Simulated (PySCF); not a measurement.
# F2Tl (Tl(F)2+): the cost of one run

The runs use PySCF 2.14.0; BP86, Tl def2-SVP with ECP60, F def2-SVP; scalar-relativistic core potentials, no spin–orbit coupling.

2 further runs of the same task are left out: 2 for a known fault of the program.

**1. The system as given**

3 atoms, charge 1, spin multiplicity 1.

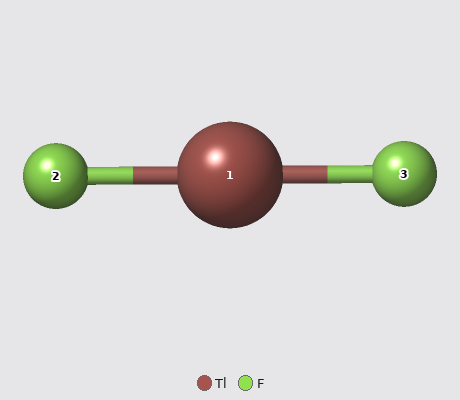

The structure; thallium brown, fluorine green; atoms are numbered from 1 in the order of the file.

Coordinates:

```xyz
3

Tl    0.00000    0.00000    0.39617
F     1.95070    0.00000    0.39619
F    -1.95070    0.00000    0.39619
```

Formal oxidation states: Tl +3. An earlier session relaxed this geometry at BP86, Tl def2-SVP with ECP60, F def2-SVP (singlet, point group D∞h).

Its energy there is -371.823853 Eh.

**2. Multiplicity 3 at the relaxed geometry**

run.py (the lines that set the calculation)

```python
mol = gto.M(atom='''
Tl     0.00000     0.00000     0.39617
F      1.95070     0.00000     0.39619
F     -1.95070     0.00000     0.39619''',
    basis={'Tl': 'def2-SVP', 'F': 'def2-SVP'},
    ecp={'Tl': 'def2-SVP'},
    charge=1, spin=2)
mf = dft.UKS(mol, xc='B88,P86')
mf.grids.atom_grid = (50, 194)
mf = mf.density_fit()  # fitting sets: Tl def2-universal-JKFIT, F def2-universal-JKFIT
mf.conv_tol = 1e-08; mf.max_cycle = 55
mf.kernel(dm0)  # dm0: free metal ions and neutral atoms
```

Run with:

```console
$ OMP_NUM_THREADS=2 python run.py
```

**Question.** How long does this run take on 2 threads of Arm Neoverse V2, shared host?

About 1.1 s.
